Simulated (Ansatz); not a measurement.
CH₄GaN···CH₄

```yaml
atoms:
  - { symbol: Ga, position_ang: [-0.6059, -1.1603, -0.8650] }
  - { symbol: C, position_ang: [0.6579, 0.7982, 1.6998] }
  - { symbol: N, position_ang: [-0.7475, -2.2897, 0.4202] }
  - { symbol: H, position_ang: [0.2856, -0.2442, 1.7485] }
  - { symbol: C, position_ang: [-0.2560, 0.4402, -1.9203] }
  - { symbol: H, position_ang: [1.5432, 0.8529, 1.0373] }
  - { symbol: H, position_ang: [-0.1362, 1.4667, 1.3146] }
  - { symbol: H, position_ang: [0.9464, 1.1323, 2.7140] }
  - { symbol: H, position_ang: [-1.1166, -3.2329, 0.2230] }
  - { symbol: H, position_ang: [-0.8463, 1.2873, -1.5206] }
  - { symbol: H, position_ang: [-0.5466, 0.2608, -2.9735] }
  - { symbol: H, position_ang: [0.8220, 0.6888, -1.8781] }
```

All numbers below come from RKS PBE-D4/def2-SVP (Ansatz).

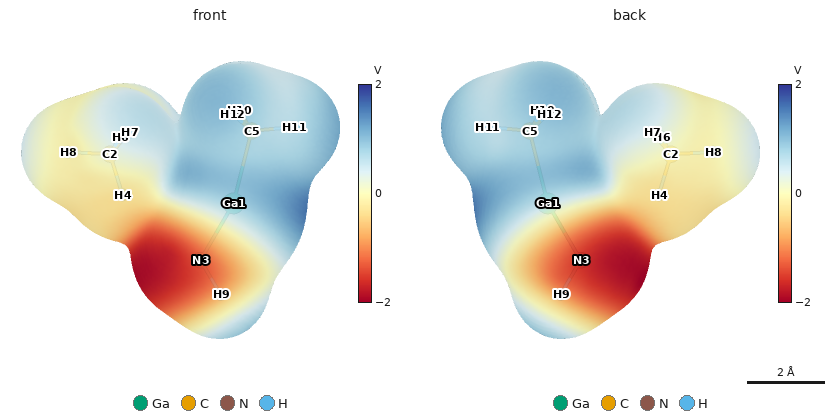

Figure 1. The electrostatic potential painted on the density surface at 0.002 e/bohr³, seen from the front and from behind; red is negative and blue positive.

Question: Describe the electrostatic potential map.

Answer: The most negative region (about −1.9 V, or −44 kcal/mol for a unit charge) lies over N3, the most positive (about +1.5 V, or +35 kcal/mol for a unit charge) over Ga1. N3 is the likeliest acceptor of a hydrogen bond.

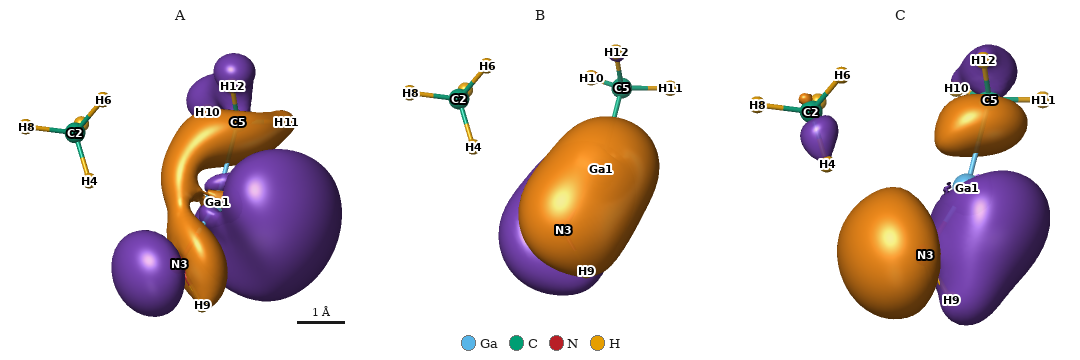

Figure 2. Three frontier orbitals at ±0.08 Å⁻³ᐟ² (orange and purple are the two phases), in no order.

Question: Which picture is the HOMO−1, the HOMO and the LUMO?

Answer: C is the HOMO−1 (−5.69 eV). By Hirshfeld shares it lies mainly on N3 (about 65 %) and Ga1 (about 20 %). B is the HOMO (−4.95 eV). Its weight (Hirshfeld) is mainly on N3 (about 65 %) and Ga1 (about 25 %). A is the LUMO (−1.74 eV). Its weight (Hirshfeld) is mainly on Ga1 (about 60 %), N3 (about 20 %) and C5 (about 10 %).

Question: What is the HOMO–LUMO gap?

Answer: 3.21 eV between the orbital energies.
